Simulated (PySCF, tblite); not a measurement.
# C₅H₉ClO₃Si: geometry, infrared bands and NMR shifts

Aim: predict the infrared bands and NMR shifts of C₅H₉ClO₃Si (`O=CO[C@@H]1C[C@@]1(Cl)CO[SiH3]`).

Computed with tblite 0.8.0 and PySCF 2.14.0, with density-fitted response routines of our own, on a single molecule in the gas phase. Atoms are numbered from 0 throughout.

## Step 1: The starting structure

19 atoms, charge 0, multiplicity 1; geometry from: force field or distance geometry start.

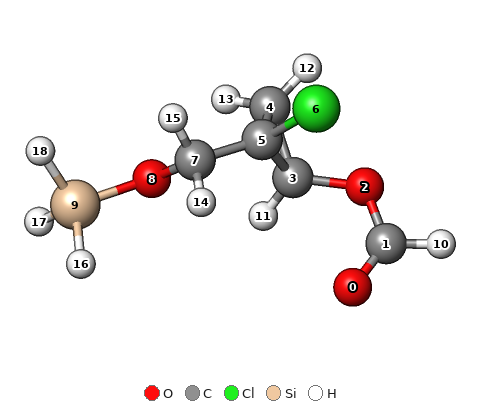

The starting geometry (oxygen red, carbon grey, chlorine green, silicon light orange, hydrogen white), atoms numbered; sticks join atoms by distance.

## Step 2: Geometry optimisation with GFN2-xTB

What the job is given:

```
{"job": {"kind": "relax", "xc": "GFN2-xTB", "basis": "xTB"}, "charge": 0, "multiplicity": 1}
O      2.747800    -1.430600    -0.940900
C      3.280100    -0.558200    -0.282700
O      2.701800     0.536300     0.257900
C      1.271800     0.674200     0.014100
C      0.541700     1.581500     0.974100
C      0.327200     0.086100     1.059200
Cl     1.046000    -0.694400     2.495800
C     -0.960100    -0.544400     0.612000
O     -1.553500     0.187800    -0.459900
Si    -2.978400    -0.388000    -1.112100
H      4.350100    -0.560100    -0.008800
H      0.938400     0.671000    -1.011100
H      1.112700     2.079800     1.750300
H     -0.250200     2.193100     0.557000
H     -0.758000    -1.567500     0.283400
H     -1.662400    -0.579300     1.470900
H     -2.742000    -1.750500    -1.636100
H     -3.417200     0.507800    -2.207500
H     -4.005800    -0.435500    -0.046800
```

Run with:

```
$ OMP_NUM_THREADS=1 python probes_run.py task.json out
```

One launch serves the whole session: the jobs run in the order shown.

What it wrote:

```text
step      E/eV     max force
  0    -919.64243    1.966
  1    -919.73773    2.009
  2    -919.78168    0.740
  3    -919.80398    0.420
  4    -919.82402    0.366
  5    -919.83499    0.350
  6    -919.84963    0.305
  7    -919.86159    0.257
  8    -919.87241    0.247
  9    -919.87964    0.182
 10    -919.88533    0.156
 11    -919.88968    0.163
 12    -919.89329    0.135
 13    -919.89586    0.106
 14    -919.89788    0.103
 15    -919.89995    0.122
 16    -919.90226    0.136
 17    -919.90452    0.108
 18    -919.90645    0.101
 19    -919.90818    0.094
 20    -919.91002    0.115
 21    -919.91212    0.111
 22    -919.91438    0.140
 23    -919.91664    0.151
 24    -919.91894    0.120
 25    -919.92134    0.116
 26    -919.92365    0.106
 27    -919.92548    0.084
 28    -919.92673    0.075
 29    -919.92761    0.064
 30    -919.92833    0.059
 31    -919.92899    0.058
 32    -919.92961    0.057
 33    -919.93019    0.053
 34    -919.93072    0.051
 35    -919.93126    0.048
 36    -919.93186    0.063
 37    -919.93254    0.061
 38    -919.93317    0.054
 39    -919.93364    0.052
 40    -919.93402    0.048
 41    -919.93445    0.053
 42    -919.93497    0.058
 43    -919.93546    0.048
 44    -919.93583    0.041
 45    -919.93611    0.039
 46    -919.93635    0.037
 47    -919.93652    0.030
 48    -919.93661    0.018
 49    -919.93667    0.017
 50    -919.93674    0.021
 51    -919.93682    0.023
 52    -919.93688    0.019
 53    -919.93692    0.015
 54    -919.93695    0.016
 55    -919.93700    0.022
 56    -919.93708    0.024
 57    -919.93715    0.029
 58    -919.93721    0.026
 59    -919.93726    0.017
 60    -919.93730    0.016
 61    -919.93734    0.014
 62    -919.93736    0.010
 63    -919.93738    0.010
```

Run time: 1.1 s. Hardware: 1 thread of Arm Neoverse N1, shared host; peak memory 0.18 GiB.

Step by step: (not every step is listed)

```
step  energy from step 0 (eV)  largest force (eV/Å)
   0                   0.0000                1.9664
   1                  -0.0953                2.0090
   2                  -0.1393                0.7405
   3                  -0.1616                0.4205
   4                  -0.1816                0.3660
   5                  -0.1926                0.3504
   6                  -0.2072                0.3048
   7                  -0.2192                0.2571
   8                  -0.2300                0.2473
  13                  -0.2534                0.1060
  18                  -0.2640                0.1006
  23                  -0.2742                0.1507
  28                  -0.2843                0.0754
  33                  -0.2878                0.0528
  38                  -0.2907                0.0537
  43                  -0.2930                0.0477
  48                  -0.2942                0.0181
  53                  -0.2945                0.0153
  58                  -0.2948                0.0265
  59                  -0.2948                0.0166
  60                  -0.2949                0.0158
  61                  -0.2949                0.0137
  62                  -0.2949                0.0103
  63                  -0.2949                0.0100
```

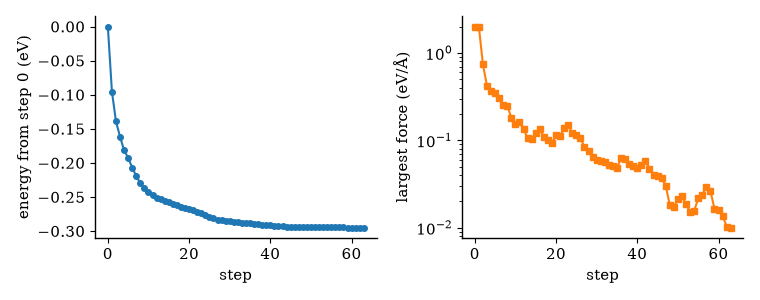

Energy and largest force along the relaxation.

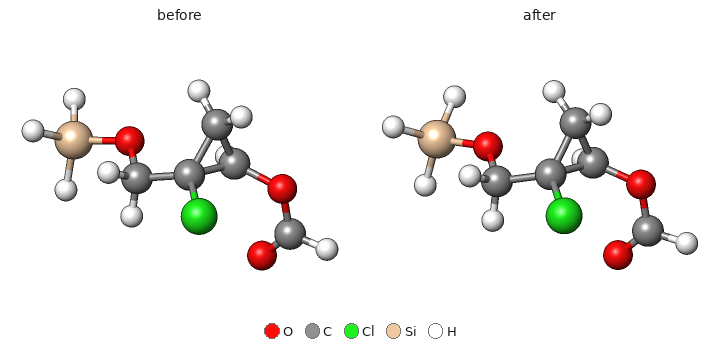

Before and after, at one scale.

Distances of close pairs at the start and the end, largest changes first:

```
   bond  before (Å)  after (Å)  change (Å)
  O2–C3       1.457      1.406      -0.051
 O8–Si9       1.670      1.627      -0.042
  C7–O8       1.427      1.388      -0.040
 C5–Cl6       1.786      1.754      -0.032
Si9–H17       1.482      1.453      -0.029
  C1–O2       1.351      1.327      -0.023
  O0–C1       1.216      1.193      -0.022
  C3–C5       1.527      1.505      -0.022
```

The next job starts from the end point, and lists it.

## Step 3: Infrared spectrum with GFN2-xTB

What the job is given:

```
{"job": {"kind": "ir", "xc": "GFN2-xTB", "basis": "xTB"}, "charge": 0, "multiplicity": 1}
O      2.647649    -1.460895    -0.782730
C      3.191660    -0.524293    -0.281591
O      2.614455     0.597665     0.130833
C      1.217116     0.662671    -0.010663
C      0.475169     1.575516     0.916299
C      0.348020     0.090109     1.075847
Cl     1.151854    -0.658753     2.443521
C     -0.931689    -0.633282     0.709278
O     -1.544904     0.029646    -0.344212
Si    -2.919104    -0.356797    -1.125578
H      4.276411    -0.446238    -0.100518
H      0.874613     0.534236    -1.031313
H      1.059788     2.107946     1.649840
H     -0.374574     2.109262     0.520934
H     -0.691715    -1.666930     0.428072
H     -1.595968    -0.662129     1.583737
H     -2.817183    -1.673028    -1.757115
H     -2.937590     0.757707    -2.057377
H     -4.053810    -0.373163    -0.198190
```

What it wrote:

```text
mode    cm-1     km/mol
  1      22.0      0.57
  2      25.6      1.03
  3      63.9      1.09
  4      94.5      0.63
  5     105.4      3.55
  6     138.8      2.42
  7     177.2      5.04
  8     225.1      2.08
  9     247.0      5.87
 10     281.6      5.18
 11     322.9     15.40
 12     352.6      1.81
 13     407.2      4.27
 14     526.9      7.37
 15     596.2     58.06
 16     628.5     22.26
 17     635.0     54.41
 18     739.2    212.93
 19     751.2     24.70
 20     795.6    216.25
 21     822.6      6.05
 22     824.6     39.00
 23     833.3    445.57
 24     867.8     14.89
 25     917.5      5.51
 26     938.2     11.77
 27    1013.8     14.72
 28    1038.0      8.25
 29    1052.4      5.18
 30    1076.1     16.04
 31    1101.7     30.17
 32    1140.2    127.74
 33    1157.7    298.49
 34    1185.4     42.94
 35    1229.9      1.85
 36    1243.4     12.73
 37    1337.7      7.86
 38    1343.9     21.18
 39    1359.3      6.03
 40    1438.2     15.08
 41    1476.4      0.60
 42    1789.8    400.15
 43    2229.2    350.19
 44    2265.0    183.50
 45    2354.7    226.58
 46    2839.2     81.63
 47    2883.5     27.10
 48    2911.9     39.25
 49    3036.0      6.07
 50    3095.8      0.78
 51    3121.3      4.15
```

It took 1.7 s on 1 thread of Arm Neoverse N1, shared host; peak memory 0.18 GiB.

Which atoms move in the most intense modes:

```
cm⁻¹  km/mol                         atoms
 739   212.9  H17 60 %, H16 18 %, H18 15 %
 796   216.2  H18 32 %, H16 29 %, H17 26 %
 833   445.6  H18 25 %, H16 24 %, Si9 19 %
1158   298.5              O8 43 %, C7 29 %
1790   400.1              C1 59 %, O0 39 %
2229   350.2            H18 73 %, H16 23 %
2265   183.5            H16 74 %, H18 24 %
2355   226.6                      H17 97 %
```

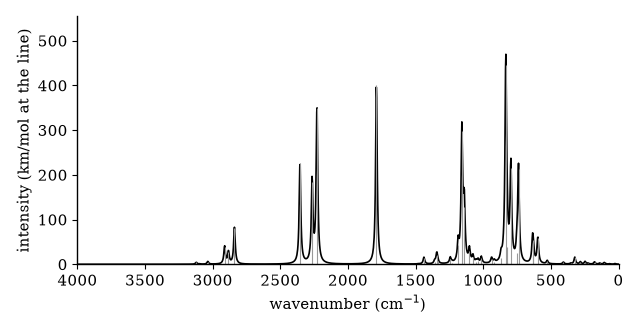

The infrared spectrum from these modes, unscaled. Lines are broadened to a width of 14 cm⁻¹ (Lorentzian).

## Step 4: NMR shieldings: PBE0/pcSseg-1

Settings changed since step 3:

```diff
@@ -1,2 +1,2 @@
-{"job": {"kind": "ir", "xc": "GFN2-xTB", "basis": "xTB"}, "charge": 0, "multiplicity": 1}
+{"job": {"kind": "nmr", "xc": "PBE0", "basis": "pcSseg-1"}, "charge": 0, "multiplicity": 1}
 O      2.647649    -1.460895    -0.782730
```

Method: GIAO PBE0/pcSseg-1 NMR shielding, non-relativistic, gas phase.

What it wrote:

```text
coarse grid: 17520 points
cycle   1  E = -1170.1910861537  dE =  1.782e+00  |g| = 1.045e+00  |ddm| = 4.052e+00
cycle   2  E = -1169.7653485237  dE =  4.257e-01  |g| = 1.837e+00  |ddm| = 1.980e+00
cycle   3  E = -1170.3765975767  dE = -6.112e-01  |g| = 2.789e-01  |ddm| = 1.429e+00
cycle   4  E = -1170.3891049681  dE = -1.251e-02  |g| = 1.096e-01  |ddm| = 2.452e-01
cycle   5  E = -1170.3911003111  dE = -1.995e-03  |g| = 1.996e-02  |ddm| = 7.408e-02
cycle   6  E = -1170.3911748816  dE = -7.457e-05  |g| = 6.857e-03  |ddm| = 2.361e-02
cycle   7  E = -1170.3911831647  dE = -8.283e-06  |g| = 2.005e-03  |ddm| = 5.913e-03
final grid: 161688 points
cycle   8  E = -1170.4806116568  dE = -3.478e-05  |g| = 1.420e-02  |ddm| = 2.994e-02
cycle   9  E = -1170.4805635311  dE =  4.813e-05  |g| = 2.171e-02  |ddm| = 2.319e-02
cycle  10  E = -1170.4806460354  dE = -8.250e-05  |g| = 2.276e-03  |ddm| = 1.470e-02
cycle  11  E = -1170.4806469066  dE = -8.712e-07  |g| = 6.801e-04  |ddm| = 1.689e-03
cycle  12  E = -1170.4806469816  dE = -7.502e-08  |g| = 1.672e-04  |ddm| = 5.445e-04
cycle  13  E = -1170.4806469873  dE = -5.658e-09  |g| = 4.216e-05  |ddm| = 1.592e-04
cycle  14  E = -1170.4806469876  dE = -3.447e-10  |g| = 1.168e-05  |ddm| = 4.822e-05
converged SCF energy = -1170.4806469876

GIAO shielding tensors (ppm)
atom      isotropic    diamagn.    paramagn.     s11        s22        s33       span
  0 O     -116.421     404.420    -520.842   -395.175   -250.362    296.273    691.448
  1 C       20.499     243.654    -223.155    -83.924     70.077     75.343    159.267
  2 O      120.245     397.380    -277.135    -50.844    196.249    215.331    266.175
  3 C      131.024     253.433    -122.409     93.148    114.776    185.147     91.999
  4 C      168.245     254.332     -86.087    144.315    166.374    194.047     49.732
  5 C      137.314     250.573    -113.259    106.184    110.270    195.487     89.304
  6 Cl     831.709    1147.875    -316.166    655.312    762.964   1076.851    421.539
  7 C      118.452     240.749    -122.297     92.290    104.517    158.551     66.261
  8 O      322.844     401.561     -78.717    292.988    330.269    345.276     52.289
  9 Si     382.168     880.317    -498.149    336.179    342.216    468.108    131.929
 10 H       23.564      24.194      -0.630     19.171     22.846     28.674      9.503
 11 H       27.525      34.287      -6.762     21.098     28.003     33.473     12.375
 12 H       30.504      31.952      -1.448     24.744     28.299     38.470     13.726
 13 H       30.028      32.220      -2.192     23.339     28.442     38.303     14.964
 14 H       27.487      30.597      -3.109     22.915     29.041     30.506      7.592
 15 H       27.699      29.596      -1.897     22.077     29.442     31.578      9.500
 16 H       26.755      29.168      -2.413     23.150     25.083     32.033      8.884
 17 H       26.931      29.755      -2.824     22.667     25.536     32.590      9.922
 18 H       26.798      28.612      -1.814     23.279     24.913     32.201      8.922
```

Run time: 2 min. Hardware: 1 thread of Arm Neoverse N1, shared host; peak memory 1.1 GiB.

The references, computed at this level on geometries of the same kind, shield at (ppm): ¹H TMS 31.72, ¹³C TMS 186.9, ²⁹Si TMS 349.2, ¹⁷O H2O 336.1, ³⁵Cl HCl 950. Their shielding less the atom's gives the shift. The references are single molecules in the gas phase, so shifts against H2O, NH3, PH3, H3PO4 or CFCl3 are not on the usual liquid scales and can be off by tens of ppm. Atoms listed in one row are averaged.

```
        atoms                                   environment  σ (ppm)  δ (ppm)  δ scaled to CDCl3
           C1                         ester carbonyl carbon     20.5    166.4              160.5
           C7                           sp3 CH2 bonded to O    118.5     68.5               64.9
           C3                    three-membered-ring carbon    131.0     55.9               52.6
           C5  three-membered-ring carbon bearing a halogen    137.3     49.6               46.5
           C4                    three-membered-ring carbon    168.2     18.7               16.3
          H10          hydrogen on an ester carbonyl carbon    23.56     8.15               7.79
H16, H17, H18             hydrogen on a silicon bonded to O    26.83     4.89                  –
          H14            hydrogen on an sp3 CH2 bonded to O    27.49     4.23               4.09
          H11      hydrogen on a three-membered-ring carbon    27.52     4.19               4.06
          H15            hydrogen on an sp3 CH2 bonded to O    27.70     4.02               3.89
          H13      hydrogen on a three-membered-ring carbon    30.03     1.69               1.70
          H12      hydrogen on a three-membered-ring carbon    30.50     1.21               1.25
           O0                         ester carbonyl oxygen   -116.4    452.5                  –
           O2                           ester alkoxy oxygen    120.2    215.8                  –
           O8                        oxygen bonded to C, Si    322.8     13.2                  –
          Cl6                          chlorine bonded to C      832      118                  –
          Si9                      silicon bonded to O, 3 H    382.2    -33.0                  –
```

The scaled column applies a straight-line fit of computed shieldings to shifts measured in CDCl3, with any fitted terms for Cl, Br or S neighbours (root-mean-square error 0.16 ppm for H, 1.9 ppm for C).

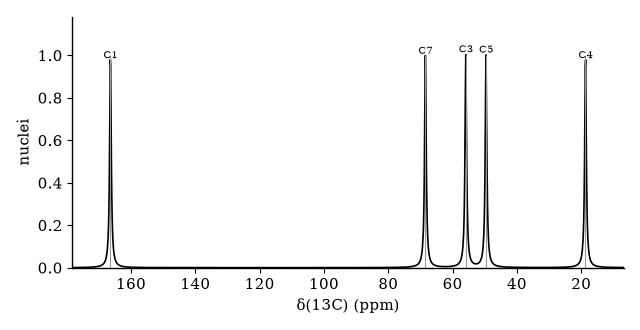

¹³C lines at the computed shifts, without couplings. Lines are broadened to a width of 0.59 ppm (Lorentzian).

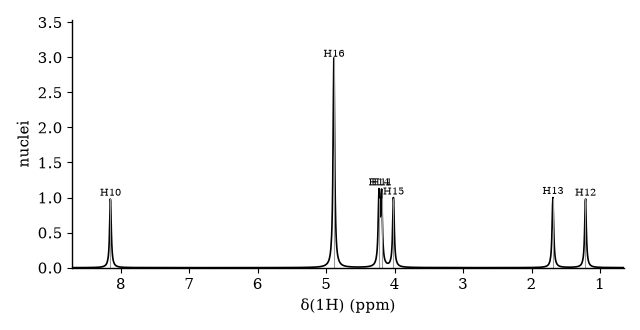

¹H lines at the computed shifts, without couplings. Lines are broadened to a width of 0.03 ppm (Lorentzian).

Charges from the same density, by scheme (e):

```
atoms  Mulliken    IAO  Hirshfeld  ESP fit
   O0     -0.40  -0.44      -0.25    -0.50
   C1      0.43   0.41       0.17     0.58
   O2     -0.42  -0.32      -0.10    -0.38
   C3      0.15   0.05       0.02     0.17
   C4     -0.06  -0.30      -0.10    -0.39
   C5     -0.42   0.00       0.02     0.02
  Cl6     -0.06  -0.07      -0.03    -0.10
   C7      0.26  -0.05       0.00     0.01
   O8     -0.66  -0.64      -0.20    -0.33
  Si9      0.70   0.88       0.39     0.59
```

Hirshfeld charges:

O0 -0.25; C1 0.17; O2 -0.10; C3 0.02; C4 -0.10; C5 0.02; Cl6 -0.03; C7 0.00; O8 -0.20; Si9 0.39; H10 0.06; H11 0.05; H12 0.06; H13 0.06; H14 0.04; H15 0.04; H16 -0.08; H17 -0.07; H18 -0.08

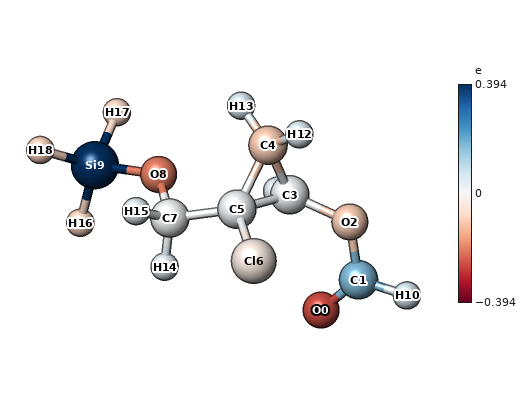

Hirshfeld charges, as colours on the atoms.

Mayer bond orders: O0–C1 1.97, C1–O2 1.11, O2–C3 0.86, C3–C4 0.96, C4–C5 0.90, C5–Cl6 1.08, C5–C7 0.97, C7–O8 0.90, O8–Si9 0.93, C5–C3 0.87.

Ring of atoms C3, C4, C5: NICS(0) -39.4, NICS(1) -8.3, NICS(1)zz -20.1 ppm (means of both faces; NICS(1) differs between them: -9.6 and -7.0).

The two faces differ (NICS(1)zz -13.8 and -26.4 ppm).

In rings of three or four atoms NICS is ruled by the nearby σ bonds, so it says little on aromaticity.

The fields below are evaluated on a grid from the run's orbitals.

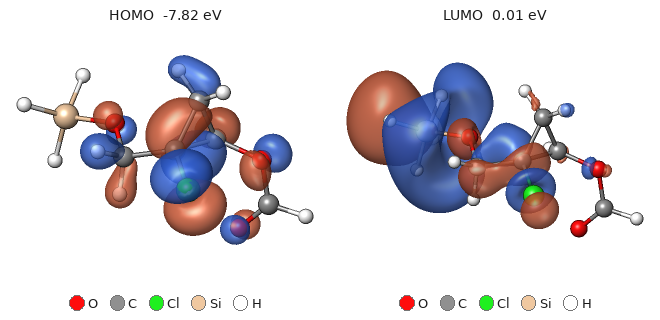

PBE0/pcSseg-1 orbitals near the gap, drawn at the value that encloses 70 % of each; the two colours are the two signs.

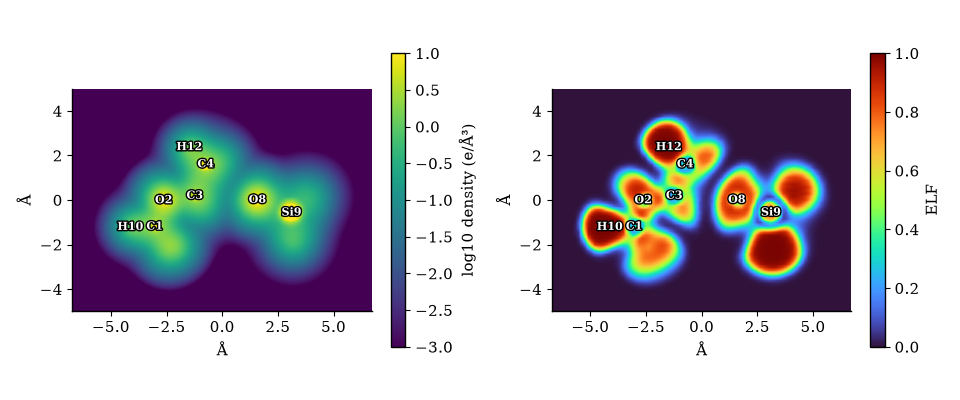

Density (left) and ELF (right) in a plane through or near 8 of the atoms.

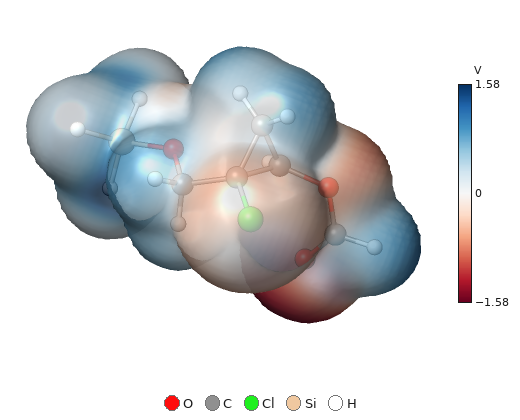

Electrostatic potential on the surface of density 0.002 e/bohr³; red is low, blue high. It runs from -1.58 V near O0 to 1.55 V near H18.

## Step 5: What came out

| quantity | value |
| --- | --- |
| strongest single infrared mode (GFN2-xTB) | 833 cm⁻¹, 446 km/mol |
| zero-point energy (GFN2-xTB) | 81.6 kcal/mol |
| ¹³C shifts against TMS (PBE0/pcSseg-1) | 166.4, 68.5, 55.9, 49.6, 18.7 ppm |
| ¹H shifts against TMS (PBE0/pcSseg-1, means over atoms taken as alike) | 8.15, 4.89, 4.23, 4.19, 4.02, 1.69, 1.21 ppm |
| ¹⁷O shifts against H2O (PBE0/pcSseg-1) | 452.5, 215.8, 13.2 ppm |
| ³⁵Cl shifts against HCl (PBE0/pcSseg-1) | 118 ppm |
| ²⁹Si shifts against TMS (PBE0/pcSseg-1) | -33.0 ppm |
| surface potential, least and greatest | -1.58 V and 1.55 V |

**Reading.** Over 63 steps the energy fell by 0.295 eV; of the close pairs, O2–C3 changed most, 1.457 to 1.406 Å. All 51 modes are real, so the xTB geometry is a minimum. The strongest single mode, at 833 cm⁻¹, is spread over several atoms, H18, H16, Si9 among them. GFN2-xTB is a fitted tight-binding method: band positions and strengths are rough. Its intensities can rank the bands wrongly. C1 (ester carbonyl carbon) lies farthest downfield among carbon, at 166.4 ppm; it is a carbonyl in resonance with an O or N lone pair, the region of acids, esters and amides. At PBE0/pcSseg-1: The widest tensor belongs to O0: span 691 ppm, with a paramagnetic part of -521 ppm.
